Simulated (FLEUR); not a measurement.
Band structure of Rb (Im-3m, 1 atom in the cell).

```yaml
crystal:
  lattice:
    - [-2.82500, 2.82500, 2.82500]
    - [2.82500, -2.82500, 2.82500]
    - [2.82500, 2.82500, -2.82500]
  atoms:
    - { symbol: Rb, position: [0.00000, 0.00000, 0.00000] }
```

Method: PBE, all-electron FLAPW (FLEUR), scalar-relativistic valence.

Settings: Kmax = 3.8 1/bohr; GmaxXC = 15.2 1/bohr; xcFunctional = pbe; jspins = 1; l_soc = F; mode = hist; fermiSmearingEnergy = 0.00183747 Htr; mesh (inpgen div1-3) = 11 11 11; inpgen gamma flag = false; Gmax = 15.2 1/bohr; numbands = 0; maxIterBroyd = 15; imix = Anderson; alpha = 0.05.

The starting cell has typed, rounded lattice constants, without a prior relaxation at this level. Values depend on the basis (sphere radii, cutoffs, local orbitals), which need not be converged.

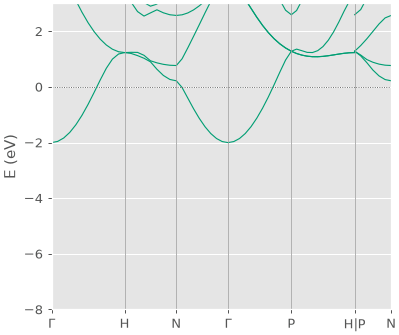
Figure. Bands along the path, energies from the Fermi level.

Levels in eV from the Fermi level, bands 1 to 7:
```
point       1       2       3       4      5     6     7
-----  ------  ------  ------  ------  -----  ----  ----
Γ      -28.91  -12.96  -12.96  -12.96  -2.00  3.67  3.67
H      -28.91  -13.03  -13.03  -13.03   1.23  1.23  3.25
N      -28.91  -13.05  -12.99  -12.96   0.22  0.77  2.57
P      -28.91  -13.00  -13.00  -13.00   1.28  1.28  1.28
```
